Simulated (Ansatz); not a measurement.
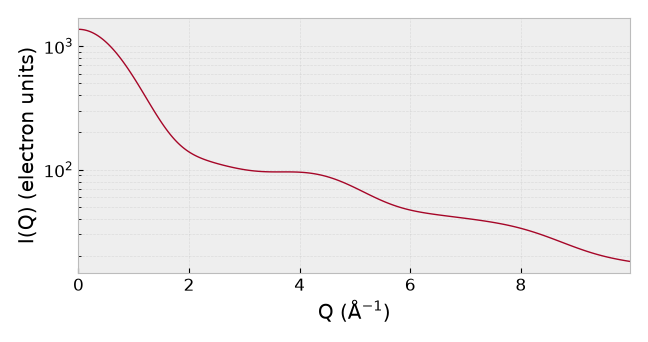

Elastic X-ray scattering of a randomly oriented, rigid molecule, calculated with the Debye equation from neutral-atom form factors (independent atoms, no Compton part, no vibration). The geometry is the end point of an optimisation (Ansatz 0.2.0, RKS PBE0/def2-SVP); it may be a saddle point or a higher isomer. It contains Li, O, Si, C, H.

Question: How many electrons does the independent-atom model of the molecule hold?

Answer: I(0) is the square of the electron number: I(0) = 1370, so about 37 electrons, the count of CH6LiOSi counted as neutral atoms.

Question: What radius of gyration does the initial fall-off give?

Answer: From I(Q) ≈ I(0) exp(−Q²R²/3) at small Q, R ≈ 1.71 Å. It is larger than the electron-weighted radius of the nuclear positions alone (1.50 Å), because each atom's electron cloud adds to it.
